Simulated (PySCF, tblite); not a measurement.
# C₃Cl₃F₃− (doublet): geometry, infrared bands and EPR parameters

Wanted: the infrared bands and EPR parameters of C₃Cl₃F₃− (doublet) (`F[C]([C-](F)F)C(Cl)(Cl)Cl`), by calculation.

Computed with tblite 0.8.0 and PySCF 2.14.0, with density-fitted response routines of our own, on a single molecule in the gas phase. Atoms count from 0, in the outputs and in this text.

## 1. The starting structure

9 atoms, charge -1, multiplicity 2; geometry from: force field or distance geometry start.

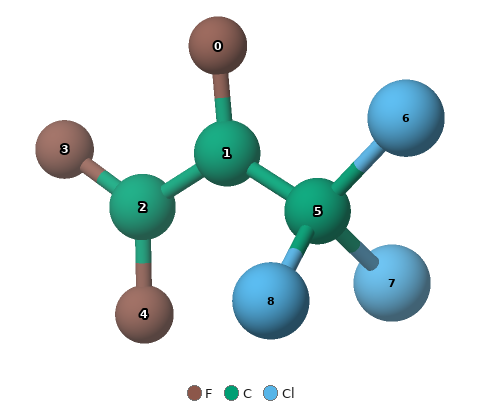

The starting geometry (fluorine brown, carbon teal, chlorine blue), atoms numbered.

## 2. Optimising the geometry with GFN2-xTB

What the job is given:

```
{"job": {"kind": "relax", "xc": "GFN2-xTB", "basis": "xTB"}, "charge": -1, "multiplicity": 2}
F      0.541600    -1.540200    -1.049700
C      0.284900    -0.438100    -0.300000
C      1.441800     0.195900     0.279700
F      2.653600    -0.302700     0.019500
F      1.283100     1.293200     1.051900
C     -1.104400     0.054000    -0.069200
Cl    -2.277100    -0.992700    -0.931800
Cl    -1.292000     1.720100    -0.698700
Cl    -1.517900     0.016500     1.673000
```

The run is started by

```sh
$ OMP_NUM_THREADS=1 python probes_run.py task.json out
```

The driver reads the jobs from task.json and runs them one after another.

The program printed:

```text
step      E/eV     max force
  0    -936.29109    3.943
  1    -936.63773    2.731
  2    -936.82605    3.163
  3    -937.01487    2.099
  4    -937.23693    3.011
  5    -937.39364    2.023
  6    -937.57625    1.476
  7    -937.61188    0.562
  8    -937.62842    0.296
  9    -937.63572    0.294
 10    -937.64237    0.174
 11    -937.64628    0.169
 12    -937.65020    0.156
 13    -937.65296    0.187
 14    -937.65604    0.198
 15    -937.66025    0.200
 16    -937.66551    0.277
 17    -937.67094    0.255
 18    -937.67662    0.206
 19    -937.68325    0.305
 20    -937.69070    0.312
 21    -937.69653    0.194
 22    -937.70041    0.202
 23    -937.70427    0.196
 24    -937.70915    0.330
 25    -937.71486    0.396
 26    -937.71963    0.315
 27    -937.72279    0.144
 28    -937.72466    0.119
 29    -937.72618    0.124
 30    -937.72750    0.123
 31    -937.72831    0.094
 32    -937.72902    0.094
 33    -937.73025    0.101
 34    -937.73150    0.133
 35    -937.73287    0.112
 36    -937.73382    0.098
 37    -937.73470    0.082
 38    -937.73551    0.085
 39    -937.73614    0.071
 40    -937.73660    0.066
 41    -937.73700    0.068
 42    -937.73744    0.083
 43    -937.73798    0.089
 44    -937.73849    0.063
 45    -937.73886    0.035
 46    -937.73905    0.031
 47    -937.73917    0.035
 48    -937.73929    0.037
 49    -937.73947    0.036
 50    -937.73970    0.029
 51    -937.73988    0.021
 52    -937.73994    0.018
 53    -937.73997    0.018
 54    -937.73999    0.017
 55    -937.74003    0.017
 56    -937.74006    0.013
 57    -937.74007    0.007
```

Wall time 0.4 s (1 thread of Arm Neoverse V2, shared host).

Relaxation path: (not every step is listed)

```
step  energy from step 0 (eV)  largest force (eV/Å)
   0                   0.0000                3.9434
   1                  -0.3466                2.7309
   2                  -0.5350                3.1633
   3                  -0.7238                2.0988
   4                  -0.9458                3.0109
   5                  -1.1025                2.0232
   6                  -1.2852                1.4764
   7                  -1.3208                0.5616
   8                  -1.3373                0.2961
  12                  -1.3591                0.1559
  16                  -1.3744                0.2769
  20                  -1.3996                0.3120
  24                  -1.4181                0.3305
  28                  -1.4336                0.1192
  32                  -1.4379                0.0941
  36                  -1.4427                0.0982
  40                  -1.4455                0.0658
  44                  -1.4474                0.0634
  48                  -1.4482                0.0371
  52                  -1.4488                0.0180
  53                  -1.4489                0.0183
  54                  -1.4489                0.0166
  55                  -1.4489                0.0170
  56                  -1.4490                0.0130
  57                  -1.4490                0.0066
```

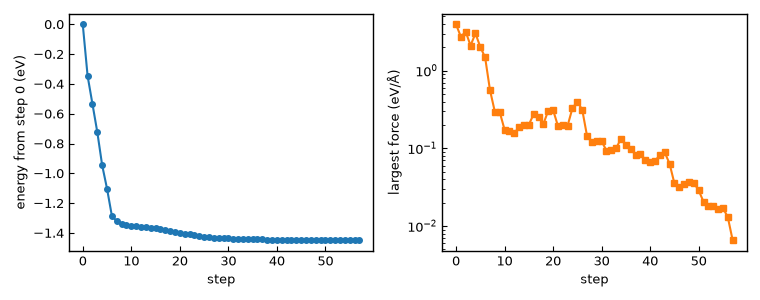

Energy and force, step by step.

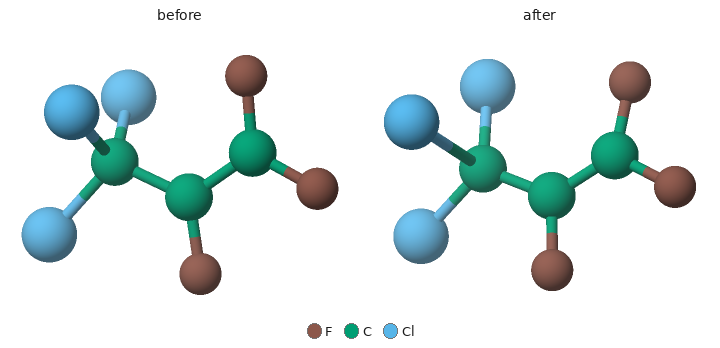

Before and after, at one scale.

Close pairs (by a distance rule), those that changed most:

```
  bond  before (Å)  after (Å)  change (Å)
C5–Cl8       1.791      2.427      +0.636
 C1–C2       1.441      1.358      -0.083
 C1–C5       1.492      1.412      -0.080
C5–Cl6       1.793      1.721      -0.072
C5–Cl7       1.791      1.720      -0.071
 C2–F4       1.351      1.339      -0.013
 C2–F3       1.336      1.347      +0.011
 F0–C1       1.357      1.360      +0.003
```

The final coordinates are the input of the step that follows.

## 3. Infrared spectrum with GFN2-xTB

What the job is given:

```
{"job": {"kind": "ir", "xc": "GFN2-xTB", "basis": "xTB"}, "charge": -1, "multiplicity": 2}
F      0.475619    -1.697744    -0.618691
C      0.291495    -0.388150    -0.301166
C      1.410075     0.243030     0.141238
F      2.621737    -0.344459     0.188118
F      1.517597     1.533020     0.482094
C     -1.042148     0.075909    -0.298388
Cl    -2.184250    -0.838239    -1.205332
Cl    -1.288377     1.775536    -0.384485
Cl    -1.788186    -0.352908     1.971432
```

The program printed:

```text
mode    cm-1     km/mol
  1      44.3      0.59
  2      72.4      2.42
  3     102.5      0.46
  4     122.0      1.50
  5     132.1      0.86
  6     170.0     10.61
  7     208.7      3.10
  8     217.7      5.84
  9     232.8      0.62
 10     312.0     39.24
 11     317.2     12.20
 12     412.1      9.83
 13     455.2      5.79
 14     469.1      5.07
 15     583.0      8.46
 16     804.3     49.15
 17     849.3     59.58
 18    1072.0    141.95
 19    1178.1    179.98
 20    1314.2     93.61
 21    1633.8     61.15
```

It took 0.31 s on 1 thread of Arm Neoverse V2, shared host.

Which atoms move in the most intense modes:

```
cm⁻¹  km/mol                                atoms
 312    39.2          C5 51 %, Cl7 12 %, Cl6 11 %
 317    12.2  F0 31 %, F3 22 %, F4 21 %, Cl6 14 %
 804    49.1                     C5 63 %, F3 14 %
 849    59.6            C5 55 %, C1 11 %, F0 11 %
1072   141.9            C1 40 %, C2 19 %, F0 19 %
1178   180.0            C2 71 %, F4 15 %, F3 12 %
1314    93.6                     C1 54 %, C5 37 %
1634    61.1                     C2 54 %, C1 42 %
```

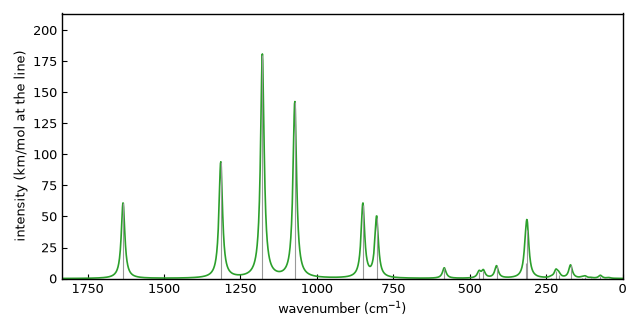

The infrared spectrum from these modes, unscaled. Lines are broadened to a width of 14 cm⁻¹ (Lorentzian).

The optimised geometry no longer has the bonds of the starting formula, so what follows describes that rearranged structure.

## 4. g tensor and hyperfine couplings: B3LYP/pcH-1

Same as in step 3 but for these lines:

```diff
@@ -1,2 +1,2 @@
-{"job": {"kind": "ir", "xc": "GFN2-xTB", "basis": "xTB"}, "charge": -1, "multiplicity": 2}
+{"job": {"kind": "epr", "basis": "pcH-1"}, "charge": -1, "multiplicity": 2}
 F      0.475619    -1.697744    -0.618691
```

Method: UKS B3LYP, pcH-1 on C Cl F, non-relativistic, mean-field spin-orbit, GIAO.

The program printed:

```text
UKS, coarse grid
  cycle   1  E = -1794.25253432  |g| = 6.73e-01
  cycle   2  E = -1793.20098036  |g| = 1.53e+00
  cycle   3  E = -1794.41186298  |g| = 2.36e-01
  cycle   4  E = -1794.43575049  |g| = 1.15e-01
  cycle   5  E = -1794.44098537  |g| = 2.86e-02
  cycle   6  E = -1794.44130343  |g| = 1.70e-02
  cycle   7  E = -1794.44145898  |g| = 7.53e-03
  cycle   8  E = -1794.44149874  |g| = 2.13e-03
  cycle   9  E = -1794.44150189  |g| = 1.15e-03
  cycle  10  E = -1794.44150369  |g| = 7.48e-04
UKS, final grid
  cycle   1  E = -1794.44154699  |g| = 9.83e-04
  cycle   2  E = -1794.44154657  |g| = 1.56e-03
  cycle   3  E = -1794.44154753  |g| = 1.29e-04
  cycle   4  E = -1794.44154757  |g| = 1.20e-04
  cycle   5  E = -1794.44154759  |g| = 6.15e-05
  cycle   6  E = -1794.44154760  |g| = 1.40e-05
E = -1794.44154760 Eh   <S^2> = 0.7659 (exact 0.7500)
g shifts (ppm)      1          2          3
  rmc          -255       -255       -255
  gc              1         52         51
  oz_so        -933      17976      21285
  total       -1188      17773      21081
hyperfine (MHz)  atom isotope    a_iso     a_fc   dipolar eigenvalues
    0   19F     -20.04     -19.96    -50.79     17.09     33.71
    1   13C     -42.44     -42.45    -21.09      8.21     12.88
    2   13C      44.41      44.42    -35.86    -34.18     70.04
    3   19F      52.91      52.90    -90.02    -70.26    160.29
    4   19F      55.04      54.84    -90.59    -68.03    158.62
    5   13C     272.74     272.41    -49.82    -48.92     98.74
    6  35Cl      -0.66      -0.59    -11.87     -3.80     15.67
    7  35Cl      -0.83      -0.77    -10.83     -2.93     13.77
    8  35Cl      62.12      59.23    -50.02    -49.35     99.37
```

Wall time 83 s (1 thread of Arm Neoverse V2, shared host); peak memory 1.1 GiB.

Principal g values 2.00113, 2.02009, 2.02340; g(iso) = 2.01487, against 2.00232 for a free electron.

Hyperfine couplings, nucleus by nucleus at this fixed geometry (no averaging over rotations):

```
nuclei  isotope  a(iso) (MHz)  a(iso) (G, at g = 2.0023)  largest dipolar term (MHz)
    C5      13C         272.7                       97.3                        98.7
   Cl8     35Cl          62.1                       22.2                        99.4
    F4      19F          55.0                       19.6                       158.6
    F3      19F          52.9                       18.9                       160.3
    C2      13C          44.4                       15.8                        70.0
    C1      13C         -42.4                      -15.1                       -21.1
    F0      19F         -20.0                       -7.2                       -50.8
   Cl7     35Cl          -0.8                       -0.3                        13.8
   Cl6     35Cl          -0.7                       -0.2                        15.7
```

Mulliken spin populations:

```
atom  value (e)
  F0      -0.01
  C1      -0.14
  C2       0.32
  F3       0.02
  F4       0.02
  C5       0.45
 Cl6       0.02
 Cl7       0.02
 Cl8       0.29
```

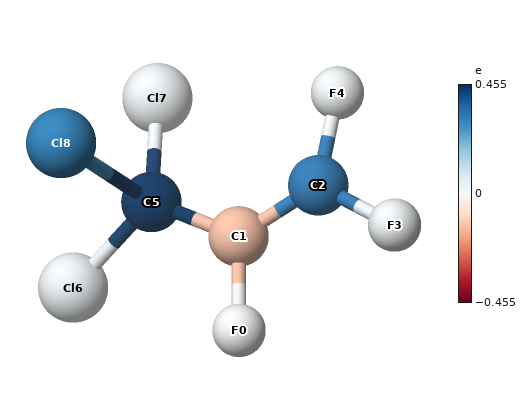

Mulliken spin populations, as colours on the atoms.

Orbitals, density, ELF and potential are computed afterwards from the orbital file.

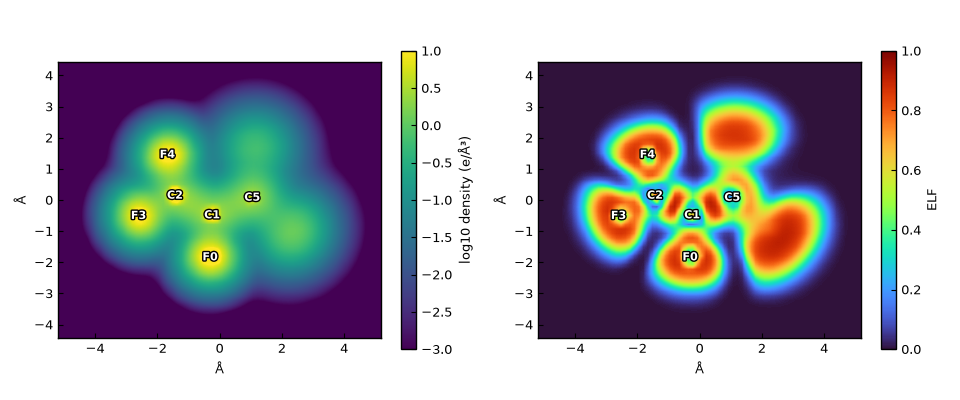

Density (left) and ELF (right) in a plane through or near 6 of the atoms.

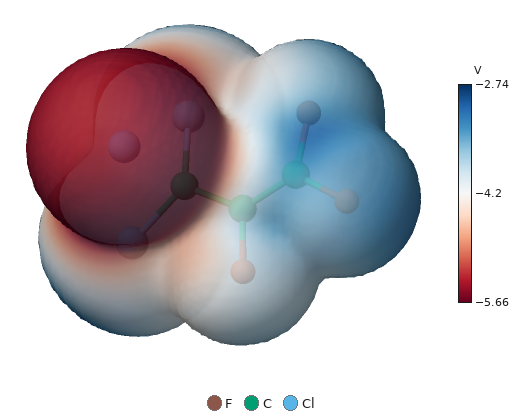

Electrostatic potential on the surface of density 0.002 e/bohr³; red is low, blue high. It runs from -5.66 V near Cl8 to -2.74 V near Cl6.

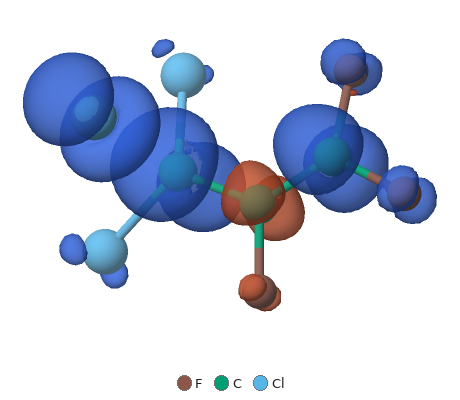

Spin density at ±0.03 e/Å³ (alpha excess blue, beta excess red).

## 5. Outcome

| quantity | value |
| --- | --- |
| strongest single infrared mode (GFN2-xTB) | 1178 cm⁻¹, 180 km/mol |
| zero-point energy (GFN2-xTB) | 15.3 kcal/mol |
| g(iso) (B3LYP) | 2.01487 |
| ⟨S²⟩ | 0.766 (exact 0.75) |
| largest a(iso) | 13C on C5, 272.7 MHz |

What this shows: Relaxing lowered the energy by 1.449 eV in 57 steps; the close pair that moved most is C5–Cl8, from 1.791 to 2.427 Å. The frame itself reshapes: C5···Cl8 goes from 1.79 to 2.43 Å. All 21 modes are real, so the xTB geometry is a minimum. The strongest single mode, at 1178 cm⁻¹, moves mainly C2. Unscaled tight-binding wavenumbers are off by several per cent, some by more. Its intensities can rank the bands wrongly. The structure rearranged or came apart on optimisation; the results belong to the end geometry, not to the formula as drawn. The largest spin populations lie on C5 (0.45 e), C2 (0.32 e). The isotropic g lies 12.6 ppt above the free-electron value. The records flag this anion as possibly unbound in the gas phase, so the basis may hold the extra electron. The conformer search found further structures of the same energy, which may be mirror or relabelled copies of this one.
